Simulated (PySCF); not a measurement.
# TaH₂: quartet, from a side-on start

Where does quartet TaH₂ go from a side-on start, is the end point a minimum, and what are its modes, charges and moments?

Computed with PySCF 2.14.0. Level: PBE0, basis Ta def2-TZVP with ECP60, H def2-TZVP, scalar-relativistic core potentials, no spin–orbit coupling, density fitting.

## (1) The starting structure

3 atoms, charge 0, spin multiplicity 4.

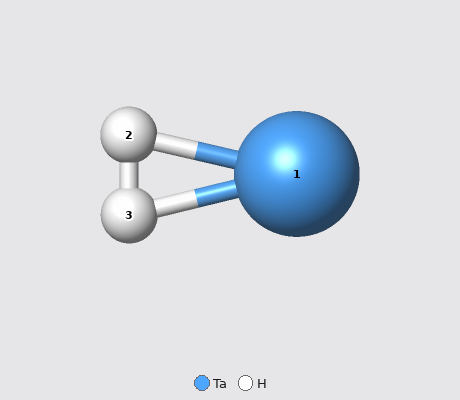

As it starts; tantalum blue, hydrogen white; atoms are numbered from 1 in the order of the file.

```xyz
3
charge 0 multiplicity 4
Ta    0.0000    0.0000    0.0000
H     0.4200    0.0000    1.7664
H    -0.4200    0.0000    1.7664
```

## (2) The SCF at the typed geometry

The steps below are one call of a driver around PySCF. For each, scf.py gives the equivalent set-up of the SCF; relaxations use the driver's own optimiser. After this first run the driver tries any further starts and a stability analysis.

Input file scf.py:

```python
from pyscf import gto, scf, dft
mol = gto.M(atom='''
Ta     0.000000     0.000000     0.000000
H      0.420000     0.000000     1.766350
H     -0.420000     0.000000     1.766350''',
    basis={'Ta': 'def2-TZVP', 'H': 'def2-TZVP'},
    ecp={'Ta': 'def2-TZVP'},
    charge=0, spin=3)
mf = dft.UKS(mol, xc='PBE0')
mf.grids.atom_grid = (50, 194)
aux = {'Ta': 'def2-universal-JKFIT', 'H': 'def2-universal-JKFIT'}
mf = mf.density_fit(auxbasis=aux)
mf.conv_tol = 1e-08
mf.diis_space = 10
mf.max_cycle = 60
mf.init_guess = 'minao'
mf.verbose = 4
mf.kernel()
```

Started as:

```console
OMP_NUM_THREADS=2 python axn.py task.json out
```

The log of the run:

```text
init E= -39.8083123228641
[... the frontier-level lines of each cycle are left out ...]
cycle= 1 E= -57.7813622116774  delta_E=  -18  |g|= 0.566  |ddm|=  3.3
cycle= 2 E= -57.6228567623459  delta_E= 0.159  |g|= 0.703  |ddm|= 2.35
cycle= 3 E= -57.9630539582023  delta_E= -0.34  |g|= 0.124  |ddm|= 1.88
cycle= 4 E= -57.9729265191833  delta_E= -0.00987  |g|= 0.0438  |ddm|= 0.244
cycle= 5 E= -57.974313093029  delta_E= -0.00139  |g|= 0.00868  |ddm|= 0.0695
cycle= 6 E= -57.9745300651153  delta_E= -0.000217  |g|= 0.00391  |ddm|= 0.0383
cycle= 7 E= -57.9746431807309  delta_E= -0.000113  |g|= 0.00159  |ddm|= 0.0404
cycle= 8 E= -57.9746693939173  delta_E= -2.62e-05  |g|= 0.00057  |ddm|= 0.0234
cycle= 9 E= -57.9746724226411  delta_E= -3.03e-06  |g|= 0.000142  |ddm|= 0.0078
cycle= 10 E= -57.9746725519042  delta_E= -1.29e-07  |g|= 4.82e-05  |ddm|= 0.00153
cycle= 11 E= -57.9746725623265  delta_E= -1.04e-08  |g|= 1.29e-05  |ddm|= 0.000289
cycle= 12 E= -57.9746725639987  delta_E= -1.67e-09  |g|= 4.95e-06  |ddm|= 0.000119
Extra cycle  E= -57.9746725641267  delta_E= -1.28e-10  |g|= 2.95e-06  |ddm|= 2.59e-05
converged SCF energy = -57.9746725641267  <S^2> = 3.7940932  2S+1 = 4.0219862
```

This step, with its further starts and checks, needed 5.3 s of wall time on 2 threads of Arm Neoverse V1, shared host.

The starts that the driver tried:

| start | energy (Eh) |
| --- | --- |
| the minimal-basis guess | -57.974673 |
| a thermally smeared density | -57.985166 |
| a smeared PBE density | -57.984967 |

This is not the lowest solution: one lies 27.6 kJ/mol lower, at -57.98517 Eh, and the relaxation starts from that.

## (3) Relaxation: side-on start, quartet

The program finds C2v symmetry in the start, which this walk keeps. Threshold on the gradient: 0.0003 Eh/bohr, with a further test on the energy change.

Edit scf.py of step 2 so:

```diff
@@ -3,3 +3,3 @@
-Ta     0.000000     0.000000     0.000000
-H      0.420000     0.000000     1.766350
-H     -0.420000     0.000000     1.766350''',
+Ta     0.000000     0.000000    -0.019459
+H      0.420000     0.000000     1.746891
+H     -0.420000     0.000000     1.746891''',
@@ -16 +15,0 @@
-mf.init_guess = 'minao'
```

Energy and gradient, step by step:

| step | energy (Eh) | change (kJ/mol) | largest symmetric gradient (Eh/bohr) |
| --- | --- | --- | --- |
| 0 | -57.985166 | 0.00 | 0.03196 |
| 1 | -57.986986 | -4.78 | 0.02352 |
| 2 | -57.989590 | -11.62 | 0.00782 |
| 3 | -57.990013 | -12.73 | 0.00307 |
| 4 | -57.990107 | -12.97 | 0.00077 |
| 5 | -57.990115 | -12.99 | 0.00012 |
| 6 | -57.990115 | -12.99 | 0.00000 |

The walk took 5.1 s.

Positions (Å) and forces (eV/Å) along the way:

```
step 0
Ta   0.000   0.000  -0.019   0.000   0.000  -1.643
H    0.420   0.000   1.747  -0.055   0.000   0.822
H   -0.420   0.000   1.747   0.055   0.000   0.822
step 1
Ta   0.000   0.000  -0.043   0.000   0.000  -1.209
H    0.415   0.000   1.758  -0.025   0.000   0.605
H   -0.415   0.000   1.758   0.025   0.000   0.605
step 3
Ta   0.000   0.000  -0.134   0.000   0.000  -0.158
H    0.401   0.000   1.804   0.043   0.000   0.079
H   -0.401   0.000   1.804  -0.043   0.000   0.079
step 6
Ta   0.000   0.000  -0.159   0.000   0.000   0.000
H    0.399   0.000   1.817   0.000   0.000   0.000
H   -0.399   0.000   1.817   0.000   0.000   0.000
```

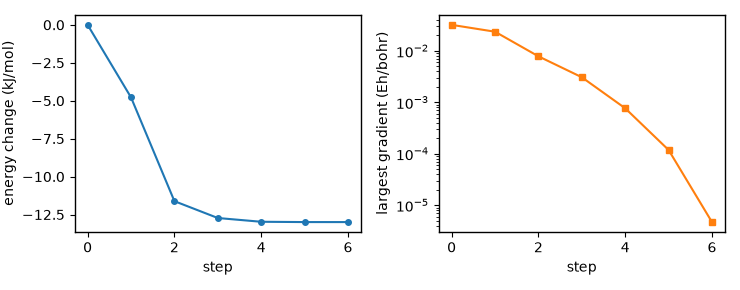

Energy and largest gradient along the walk.

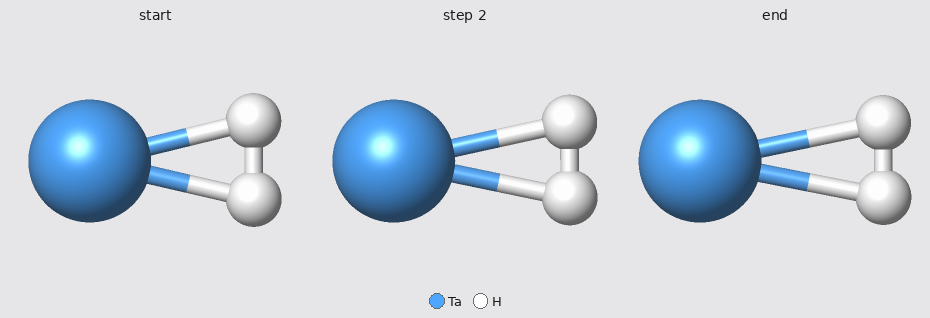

The geometry along the walk, at one scale.

After 6 steps and 13.0 kJ/mol it ends at C2v: H–H 0.799 Å, Ta–H 2.016 Å (×2); H–H–Ta 78.6° (×2), H–Ta–H 22.8°.

## (4) Vibrations and properties at this point

On the finer grid the gradient is checked again; gradients at displacements of ±0.02 bohr then give force constants and infrared intensities.

Edit scf.py of step 3 so:

```diff
@@ -3,3 +3,3 @@
-Ta     0.000000     0.000000    -0.019459
-H      0.420000     0.000000     1.746891
-H     -0.420000     0.000000     1.746891''',
+Ta     0.000000     0.000000    -0.021768
+H      0.399287     0.000000     1.954121
+H     -0.399287     0.000000     1.954121''',
@@ -10 +10 @@
-mf.grids.atom_grid = (50, 194)
+mf.grids.atom_grid = (75, 302)
@@ -13 +13 @@
-mf.conv_tol = 1e-08
+mf.conv_tol = 1e-10
```

This SCF starts from the last density.

Log of the central SCF (cycles and frontier levels):

```text
init E= -57.9901559120196
[... the frontier-level lines of each cycle are left out ...]
cycle= 1 E= -57.9901559120212  delta_E= -1.53e-12  |g|= 6.67e-07  |ddm|= 3.67e-06
Extra cycle  E= -57.9901559120225  delta_E= -1.31e-12  |g|= 7.6e-07  |ddm|= 3.35e-06
converged SCF energy = -57.9901559120225  <S^2> = 3.8166744  2S+1 = 4.0331994
```

The whole step took 11 s.

Geometry: C2v; H–H 0.799 Å, Ta–H 2.016 Å (×2); H–H–Ta 78.6° (×2), H–Ta–H 22.8°.

Harmonic modes (main isotopes):

| symmetry | ω (cm⁻¹) | IR (km/mol) | μ (u) |
| --- | --- | --- | --- |
| a1 | 669 | 83.7 | 1.02 |
| b2 | 1254 | 19.9 | 1.01 |
| a1 | 3511 | 287 | 1.01 |

No imaginary mode, so this is a minimum.

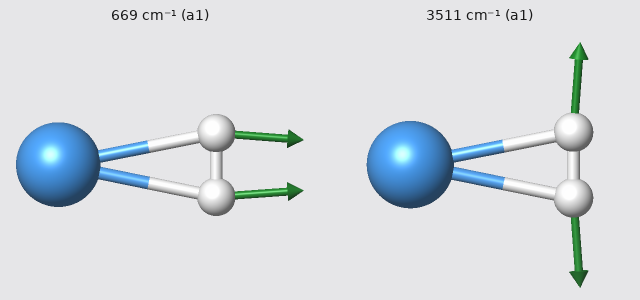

How the atoms move in 2 of the modes.

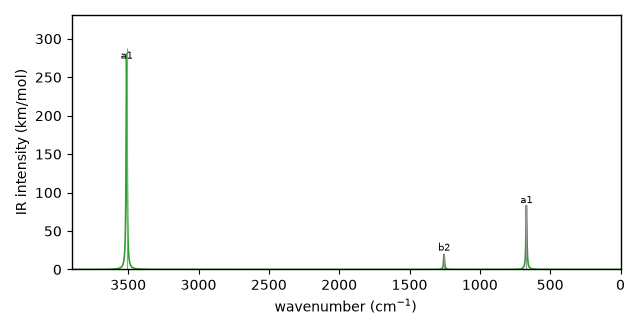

The harmonic infrared spectrum (widths in cm⁻¹). Lines are broadened to a width of 8 cm⁻¹ (Lorentzian).

Constants and moments:

| Property | Result |
| --- | --- |
| Dipole moment | 1.31 D |
| Highest occupied level | -4.65 eV |
| Lowest empty level | -2.16 eV |
| Rotational constants | 52.46, 2.166, 2.08 cm⁻¹ |
| Zero-point energy | 32.5 kJ/mol |
| Principal polarisabilities | 81.8, 83.5, 89.9 bohr³ |
| Atomisation energy without zero-point energy | 434 kJ/mol |
| Principal traceless quadrupole moments about the centre of mass | -3.06, -2.64, 5.70 D Å |
| Entropy at 298.15 K and 1 bar (electronic part: spin only) | 242.2 J/(mol K) |
| Heat capacity Cp at 298.15 K | 37.7 J/(mol K) |
| Enthalpy at 298.15 K above 0 K | 10.28 kJ/mol |
| Rotational symmetry number | 2 |
| Spin squared ⟨S²⟩ | 3.817 |

Charges (e) and bond orders:

```tsv
atom	Mulliken	Löwdin	polar tensor	spin (Mulliken)	Mayer order to Ta1
Ta1	-0.16	-0.17	-0.22	2.92	–
H2,3	0.08	0.09	0.11	0.04	0.27
```

Outer orbital energies (eV). α occupied: -41.12, -40.92, -40.85, -14.80, -5.96, -5.69, -5.68, -5.35; empty: -2.16, -1.95, -1.03, -0.81. β occupied: -73.80, -39.14, -38.99, -38.77, -14.37, -4.65; empty: -1.91, -1.32, -1.08, -0.97.

Mulliken populations on Ta1 (outside its core potential): s 3.86, p 6.11, d 3.17, f 0.01.

## (5) Results

| quantity | value |
| --- | --- |
| minimum | quartet, C2v |
| geometry | H–H 0.799 Å, Ta–H 2.016 Å (×2); H–H–Ta 78.6° (×2), H–Ta–H 22.8° |
| wavenumbers (cm⁻¹) | 669 (a1), 1254 (b2), 3511 (a1) |
| dipole moment | 1.31 D |
| highest occupied, lowest empty level (either spin) | -4.65, -2.16 eV |
| polar-tensor charge of Ta1 | -0.22 e |
| zero-point energy | 32.5 kJ/mol |
| entropy at 298.15 K | 242.2 J/(mol K) |
| atomisation energy (no zero-point energy) | 434 kJ/mol |
| ⟨S²⟩ | 3.817 |

**Reading.** The side-on start keeps its C2v symmetry and ends in a minimum. The strongest infrared band lies at 3511 cm⁻¹ (a1). Most of the spin sits on Ta1 (Mulliken spin 2.92, against 3 for the whole molecule). The first SCF alone would have been 28 kJ/mol too high. Only this shape and spin were tried, so other structures or states may lie lower. One determinant may miss the lowest occupation of an open d or f shell. With an element this heavy the missing spin–orbit coupling can shift these numbers.

The search up to here took 22 s.
